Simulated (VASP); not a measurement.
Band structure of MgTe (space group P6_3/mmc). Calculation: PBEsol GGA, VASP's PBE PAW potentials (set 64) (plane waves; VASP 6.6.1).

Unless said otherwise, spin-orbit coupling is left out, though it shifts the bands of the heavy elements here.

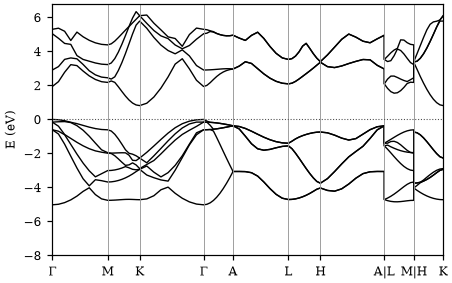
Figure: Bands along high-symmetry lines, zero at the valence-band maximum or, without a gap, the Fermi level

Read the plot: is there a gap, and where are the band edges?

The gap is indirect, 0.82 eV, from the valence maximum at Γ to the conduction minimum at K. (Edges off the drawn lines would not show.)

The structure comes from a computed database's MgTe entry (P6_3/mmc); how it stands against other phases isn't given here. It was relaxed first.
